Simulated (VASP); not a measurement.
Band structure of BN (hex). Calculation: LDA (Ceperley-Alder, Perdew-Zunger), VASP's LDA PAW potentials (set 64) (plane waves; VASP 6.6.1).

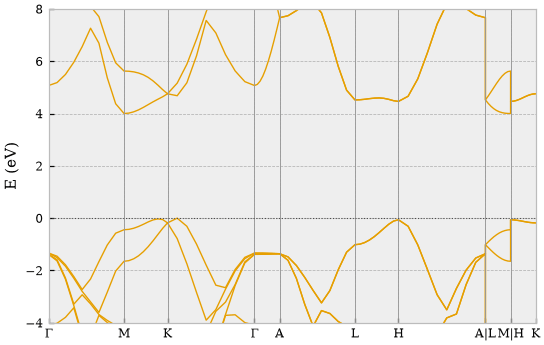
Figure: Bands along high-symmetry lines, zero at the valence-band maximum or, without a gap, the Fermi level

Task: Read the plot: is there a gap, and where are the band edges?

Result: The gap is indirect, 4.00 eV, from the valence maximum at K-Γ at 0.11 to the conduction minimum at M. (Edges off the drawn lines would not show.)

The compound is BN in the hex structure. It was relaxed first.
